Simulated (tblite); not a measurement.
# C3H7BO5S: the cost of one run

The runs use tblite 0.8.0 and PySCF 2.14.0, with density-fitted response routines of our own; the level of theory stands in each step. All values are computed, except where a source is named. Atoms count from 0, in the outputs and in this text.

## 1. The molecule as given

17 atoms, charge 0, multiplicity 1; geometry from: force field or distance geometry start.

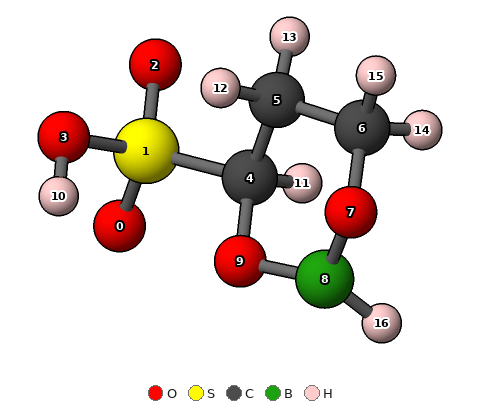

The starting geometry (oxygen red, sulfur yellow, carbon dark grey, boron green, hydrogen pink), atoms numbered.

## 2. Relaxing the molecule with GFN2-xTB

The job: settings as JSON, then the geometry in Å.

```
{"job": {"kind": "relax", "xc": "GFN2-xTB", "basis": "xTB"}, "charge": 0, "multiplicity": 1}
O      2.885300     1.327800    -0.513200
S      2.095700     0.050200    -0.451200
O      2.376300    -0.761200    -1.679900
O      2.597000    -0.827500     0.893600
C      0.353200     0.403500    -0.320200
C     -0.454600    -0.918800    -0.252100
C     -1.942700    -0.587900    -0.029100
O     -2.137400     0.238900     1.113100
B     -1.314100     1.438900     0.933400
O      0.128600     1.221600     0.814100
H      2.423300    -0.242500     1.674200
H      0.073900     0.952500    -1.256700
H     -0.088300    -1.534000     0.609700
H     -0.327700    -1.496500    -1.194300
H     -2.383500    -0.112800    -0.936200
H     -2.492600    -1.543000     0.147400
H     -1.799300     2.403100     0.437500
```

Command:

```bash
$ OMP_NUM_THREADS=1 python probes_run.py task.json out
```

This one command runs all jobs of the session in turn.

**Question.** How long does this first job take on 1 thread of Arm Neoverse N1, shared host, and how much memory does it need?

About 1.1 s, with a peak of 0.18 GiB.
